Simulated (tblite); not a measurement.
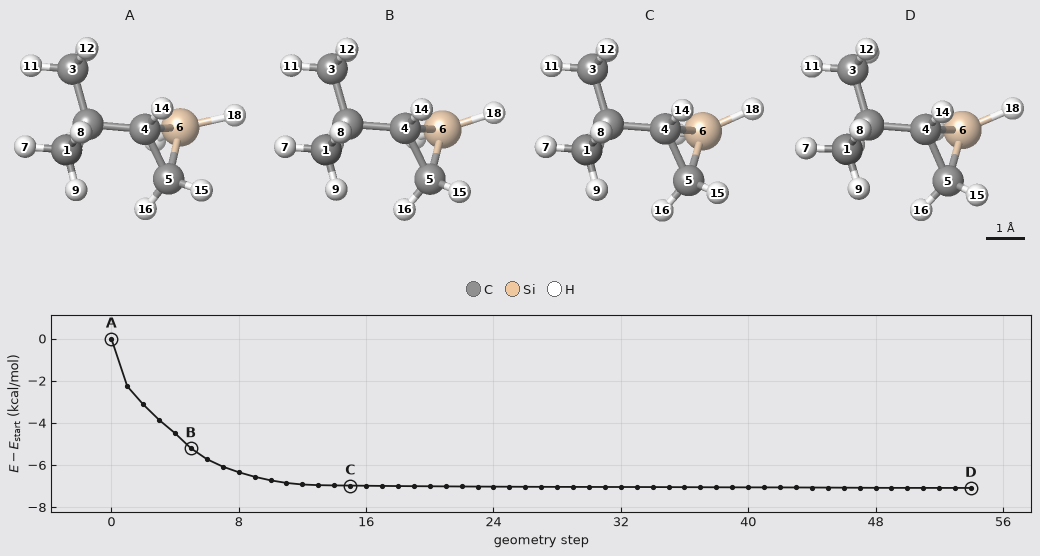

Frames of a relaxation of C5H12Si, marked on the history of the run. The picture is a ball-and-stick view, seen at a tilt.

Level of theory: tblite 0.8.0, GFN2-xTB geometry optimisation, gas phase. 

### Describe the path.

An H atom moves most after the best rigid fit: 0.28 Å. Largest moves by element: H 0.28 Å, Si 0.10 Å, C 0.06 Å. Near-neighbour distances that change, for instance: C–Si 1.833 → 1.887 Å, C–C 1.496 → 1.535 Å, H–Si 1.477 → 1.452 Å, C–H 1.108 → 1.088 Å. Bond angles that change, for instance: C–Si–H 107.6° → 118.7°, C–Si–H 108.7° → 117.8°, Si–C–H 114.1° → 120.8°. The energy falls by 7.08 kcal/mol in 54 geometry steps. From step 0 to 5: the Si atom moves most (0.10 Å), energy −5.20 kcal/mol. From step 5 to 15: an H atom moves most (0.14 Å), energy −1.77 kcal/mol. From step 15 to 54: an H atom moves most (0.11 Å), energy −0.11 kcal/mol.
